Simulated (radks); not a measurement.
**Ta⁺ in [Xe] 4f14 5d3 6s1: an all-electron calculation**

Wanted: eigenvalues, radial structure and energy terms of the tantalum ion Ta+.

Method: scalar-relativistic Kohn-Sham, exchange-only r2SCAN, spin-polarised, spherical densities, finite nucleus; open shells are filled with parallel spins first. Code: radks (a radial shooting solver on a logarithmic mesh, Libxc functionals) version 1.

### 1 Starting point

- element: tantalum (Z = 73)
- charge: +1
- electrons: 72
- configuration: [Xe] 4f14 5d3 6s1
- nuclear rms radius: 5.3507 fm

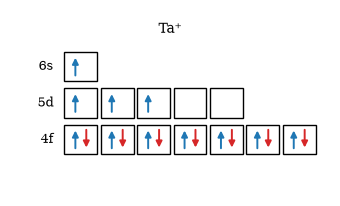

Outer shells as boxes.

### 2 Self-consistent calculation

Settings of this run:

```text
Z 73
configuration [Xe] 4f14 5d3 6s1
relativity scalar-relativistic
functional r2scan,
spin polarised
nucleus finite rms 5.3507 fm
c 137.035999084
```

The run is started by

```sh
> python run_ks.py task.json out
```

All runs below come from this command, one after another.

What does the calculation give?

As calculated:

```
                        quantity                   value
                    total energy     -15599.3944 hartree
exchange-correlation share of it                  1.99 %
                            −T/E                  1.0987
          highest occupied level       5d up, -10.761 eV
    most extended occupied level  6s up, <r> = 3.04 bohr
 radius at density 0.001 e/bohr³               4.37 bohr
    maxima of the radial density                       4
         ionisation energy, NIST     16.2 (semi-emp.) eV
```

6 principal shells are occupied and 4 maxima appear in the radial density; where shells overlap, one shows as a shoulder or not at all. Relativity lifts −T/E to 1.099. The top level binds by 10.761 eV, 66 % of the NIST ionisation energy of 16.2 eV; the potential of a semilocal functional falls off too fast, so its top eigenvalue is too shallow. Open shells are spherical and high-spin; term and fine-structure splittings are not resolved. Spin-orbit splitting is averaged out at the scalar-relativistic level.
